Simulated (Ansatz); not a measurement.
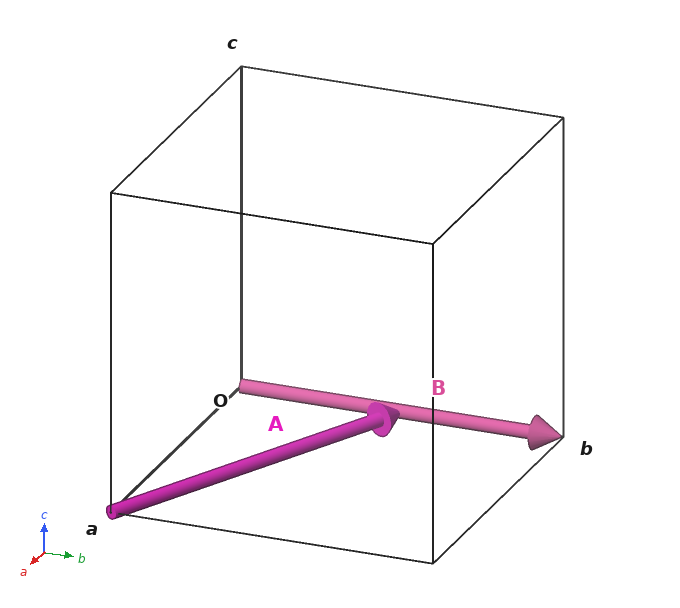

For Ni, the input geometry of an electronic-structure calculation (not necessarily at equilibrium): each arrow starts at a corner of the unit cell and ends on its surface; where a tip isn't a corner, dashed lines run from it parallel to the axes. All values are computed from the atomic coordinates in the standard setting (tolerance 0.002 Å).

a = 3.524 Å, b = 3.524 Å, c = 3.524 Å, α = 90.00°, β = 90.00°, γ = 90.00°.

> Index the directions.

Arrow A runs from (1, 0, 0) to (0, 1/2, 0), so [−2 1 0]; Arrow B runs from (0, 0, 0) to (0, 1, 0), so [0 1 0].

> How long is the vector ua + vb + wc in each case, and what angles do the directions make?

A 7.880 Å; B 3.524 Å. A–B: 63.4°.
